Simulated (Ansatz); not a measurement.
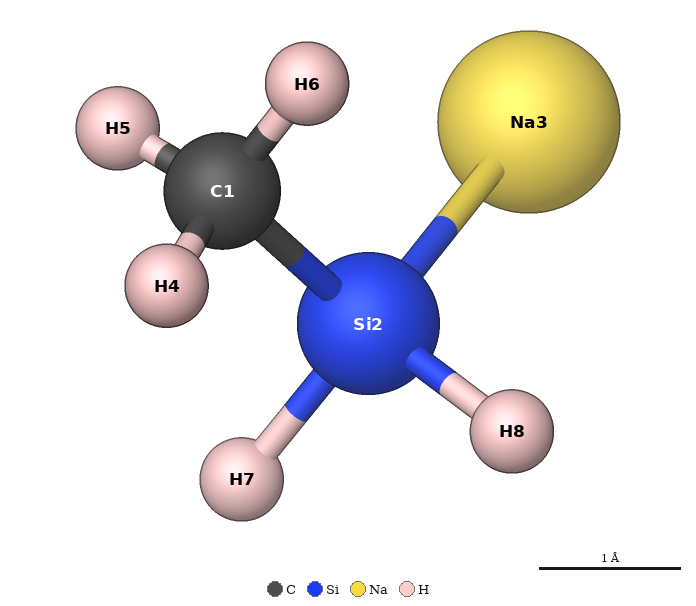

Source: calculation with Ansatz.

The atoms are numbered. Geometry: moved along internal coordinates away from the minimum.

Give the bond lengths.

```tsv
bond	length (Å)
C1–Si2	1.908
C1–H4	1.093
C1–H5	0.962
C1–H6	1.093
Si2–Na3	2.765
Si2–H7	1.508
Si2–H8	1.508
```
